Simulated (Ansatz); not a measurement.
**B(SiH3)3 (Si₃BH₉): reading failed and doubtful runs**

2 inputs were typed for B(SiH3)3 (Si₃BH₉). Each is run as it stands; the log then has to tell whether the result can be used.

Computed with Ansatz 0.2.0, Gaussian basis. Level: the settings change from run to run.

**1. The molecule**

The structure was relaxed beforehand with r2SCAN-D4/def2-SVP.

13 atoms, charge 0, spin multiplicity 1.

Atoms are counted from 1 here; the program's logs count them from 0.

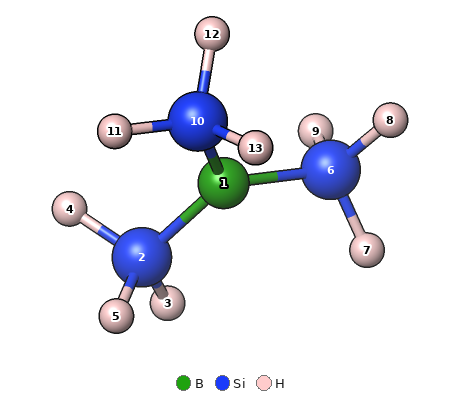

The structure; boron green, silicon blue, hydrogen pink; atoms are numbered from 1 in the order of the file.

**2. Try 1**

Input file in.yaml:

```yaml
crystal:
  periodic: [false, false, false]
  atoms:
    - {symbol: B, position_ang: [-0.000095, 0.003615, 0.019600]}
    - {symbol: Si, position_ang: [3.795429, 0.092196, -0.018307]}
    - {symbol: H, position_ang: [4.982858, 2.655070, 0.109002]}
    - {symbol: H, position_ang: [4.682825, -1.179730, -2.394409]}
    - {symbol: H, position_ang: [4.764561, -1.443788, 2.160235]}
    - {symbol: Si, position_ang: [-1.979159, 3.242718, 0.051509]}
    - {symbol: H, position_ang: [-1.010286, 4.951628, 2.094609]}
    - {symbol: H, position_ang: [-4.778995, 2.988487, 0.354655]}
    - {symbol: H, position_ang: [-1.477150, 4.535043, -2.426367]}
    - {symbol: Si, position_ang: [-1.814650, -3.330924, -0.008912]}
    - {symbol: H, position_ang: [-0.183316, -5.633049, -0.194413]}
    - {symbol: H, position_ang: [-3.676149, -3.383738, -2.147225]}
    - {symbol: H, position_ang: [-3.305853, -3.497489, 2.400022]}
basis:
  gaussian: {orbitals: aug-cc-pVDZ}
hamiltonian: {xc: {name: PBE0}}
scf: {omitted_lower_state_checks: [starts]}
output: {forces: true}
```

On the command line:

```bash
> ansatz run in.yaml --threads 2 --pin off --events-out ev --progress --plain --max-ram 20480MiB --backend cpu
```

The program printed (excerpt; [...] marks lines left out):

```text
Functional definition: PBE0
  name "PBE0"
  cite "Adamo & Barone, J. Chem. Phys. 110, 6158 (1999) doi:10.1063/1.478522"
  cite "Perdew, Burke & Ernzerhof, Phys. Rev. Lett. 77, 3865 (1996) doi:10.1103/PhysRevLett.77.3865"
  parent pbe
[...]
1817 factors; integrals over basis functions are off by at most 4.9e-4 eV
[...]
mean field -24404.91654658 eV, -896.8641408402 hartree, gradient 1.6e-5 eV, S^2 0.000000; 0 other end points of the search recorded, 0 dependent functions left out
[...]
reference -24404.91668907 eV, -896.8641460767 hartree; 28, 28 occupied and 157, 157 virtual orbitals, 1817 factors
Total energy: -24404.91668907 eV, -896.8641460767 hartree
Atom 0 at    -0.000095     0.003615     0.019600 Å, force     0.000008    -0.000279    -0.003716 eV/Å
Atom 1 at     3.795429     0.092196    -0.018307 Å, force     1.376405    -0.161902    -0.037062 eV/Å
Atom 2 at     4.982858     2.655070     0.109002 Å, force    -0.770141    -1.633848    -0.080702 eV/Å
Atom 3 at     4.682825    -1.179730    -2.394409 Å, force    -0.567055     0.805085     1.488515 eV/Å
Atom 4 at     4.764561    -1.443788     2.160235 Å, force    -0.619929     0.972566    -1.365761 eV/Å
Atom 5 at    -1.979159     3.242718     0.051509 Å, force    -0.558537     1.265540    -0.082572 eV/Å
Atom 6 at    -1.010286     4.951628     2.094609 Å, force    -0.611765    -1.090927    -1.283423 eV/Å
Atom 7 at    -4.778995     2.988487     0.354655 Å, force     1.791420     0.150806    -0.190411 eV/Å
Atom 8 at    -1.477150     4.535043    -2.426367 Å, force    -0.314223    -0.819667     1.548899 eV/Å
Atom 9 at    -1.814650    -3.330924    -0.008912 Å, force    -0.821414    -1.115125     0.055859 eV/Å
Atom 10 at    -0.183316    -5.633049    -0.194413 Å, force    -1.033264     1.478754     0.116636 eV/Å
Atom 11 at    -3.676149    -3.383738    -2.147225 Å, force     1.183385     0.039351     1.341809 eV/Å
Atom 12 at    -3.305853    -3.497489     2.400022 Å, force     0.945110     0.109647    -1.508069 eV/Å
Dipole moment:     0.000325     0.002333     0.018147 e Å
Checks for a lower state left out: starts
```

Run time: 6 s. Hardware: 2 threads of AMD EPYC 7R13, shared host.

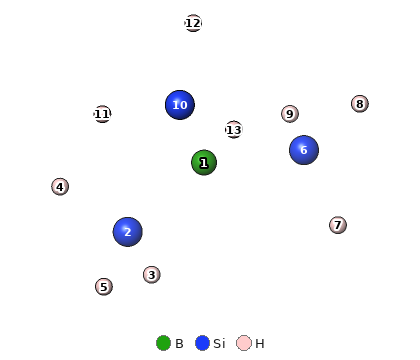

The geometry of this input.

What is wrong: It ended without an error, which proves nothing about the input. The coordinates are in bohr but typed as ångström. The shortest distance is 2.83 Å (Si2–H3), against 1.50 Å in the relaxed molecule. Its energy is no property of the relaxed molecule. To mend it, take the coordinates from the file in ångström.

**3. Try 2**

Input file in.yaml:

```yaml
crystal:
  periodic: [false, false, false]
  atoms:
    - {symbol: B, position_ang: [-0.000050, 0.001913, 0.010372]}
    - {symbol: Si, position_ang: [2.008454, 0.048788, -0.009688]}
    - {symbol: H, position_ang: [2.636814, 1.405002, 0.057682]}
    - {symbol: H, position_ang: [2.478043, -0.624286, -1.267066]}
    - {symbol: H, position_ang: [2.521296, -0.764019, 1.143147]}
    - {symbol: Si, position_ang: [-1.047326, 1.715972, 0.027258]}
    - {symbol: H, position_ang: [-0.534620, 2.620288, 1.108419]}
    - {symbol: H, position_ang: [-2.528934, 1.581438, 0.187675]}
    - {symbol: H, position_ang: [-0.781674, 2.399840, -1.283978]}
    - {symbol: Si, position_ang: [-0.960271, -1.762648, -0.004716]}
    - {symbol: H, position_ang: [-0.097007, -2.980880, -0.102879]}
    - {symbol: H, position_ang: [-1.945333, -1.790597, -1.136262]}
    - {symbol: H, position_ang: [-1.749382, -1.850791, 1.270037]}
basis:
  gaussian: {orbitals: cc-pVTZ-rifit}
total_charge: -1
magnetization: {spin_polarized: true, initial_magnetization: 1}
hamiltonian: {xc: {name: r2SCANh}, dispersion: d4}
scf: {lower_state_search: off}
output: {forces: true}
```

On the command line:

```bash
> ansatz run in.yaml --threads 2 --pin off --events-out ev --progress --plain --max-ram 20480MiB --backend cuda --devices 0, --max-vram 18GiB
```

The program printed (excerpt; [...] marks lines left out):

```text
Functional definition: r2SCANh
  name "r2SCANh"
  cite "Bursch, Neugebauer, Ehlert & Grimme, J. Chem. Phys. 156, 134105 (2022) doi:10.1063/5.0086040"
  cite "Furness, Kaplan, Ning, Perdew & Sun, J. Phys. Chem. Lett. 11, 8208 (2020) doi:10.1021/acs.jpclett.0c02405"
  cite "Furness, Kaplan, Ning, Perdew & Sun, J. Phys. Chem. Lett. 11, 9248 (2020) doi:10.1021/acs.jpclett.0c03077"
  parent r2scan
[...]
2218 factors; their error is unknown
[...]
mean field -24027.41265731 eV, -882.9911287910 hartree, gradient 6.0e-6 eV, S^2 0.758511; 0 other end points of the search recorded, 0 dependent functions left out
[...]
reference -24027.41266331 eV, -882.9911290114 hartree; 29, 28 occupied and 688, 689 virtual orbitals, 2218 factors
Total energy: -24027.51512106 eV, -882.9948942643 hartree
Atom 0 at    -0.000050     0.001913     0.010372 Å, force     0.015272     0.007640     0.065247 eV/Å
[...]
Atom 5 at    -1.047326     1.715972     0.027258 Å, force     1.002599    -1.095740    -0.160731 eV/Å
Atom 6 at    -0.534620     2.620288     1.108419 Å, force    -0.367083     0.123935    -0.285022 eV/Å
Atom 7 at    -2.528934     1.581438     0.187675 Å, force     0.215723     0.251014    -0.036673 eV/Å
Atom 8 at    -0.781674     2.399840    -1.283978 Å, force    -0.360953     0.267943     0.372857 eV/Å
Atom 9 at    -0.960271    -1.762648    -0.004716 Å, force     0.435906     1.420931     0.110625 eV/Å
Atom 10 at    -0.097007    -2.980880    -0.102879 Å, force    -0.325954     0.064393     0.016437 eV/Å
Atom 11 at    -1.945333    -1.790597    -1.136262 Å, force     0.055382    -0.395016     0.300969 eV/Å
Atom 12 at    -1.749382    -1.850791     1.270037 Å, force    -0.027582    -0.431718    -0.360318 eV/Å
Dipole moment:    -0.000250     0.000073     0.002908 e Å
Checks for a lower state left out: stability, starts, cluster_reference, orbital_swaps, neighbouring_geometries, increment
```

It took 8.5 s on 1 × H100 (card shared with other runs) with 2 threads of AMD EPYC 7R13, shared host; peak host memory 1.5 GiB.

Diagnosis: It ended without an error, which proves nothing about the input. The set cc-pVTZ-rifit is made for fitting, not for orbitals. It also asks for charge -1 and multiplicity 2, another species or state than the molecule above. Its energy is that of an unsuitable basis. Cure: name an orbital basis such as cc-pVTZ, and keep the fitting set for the fitting key, and set charge and spin to those of the species named.

**4. Summary**

```
try                  level      ended                                                        cause   time
  1       PBE0/aug-cc-pVDZ  converged            the coordinates are in bohr but typed as ångström    6 s
  2  r2SCANh/cc-pVTZ-rifit  converged  the set cc-pVTZ-rifit is made for fitting, not for orbitals  8.5 s
```

**Reading.** 2 converged. The dangerous case is the input that converges on a wrong geometry, charge, spin, basis or grid: often only a look at the input shows it.
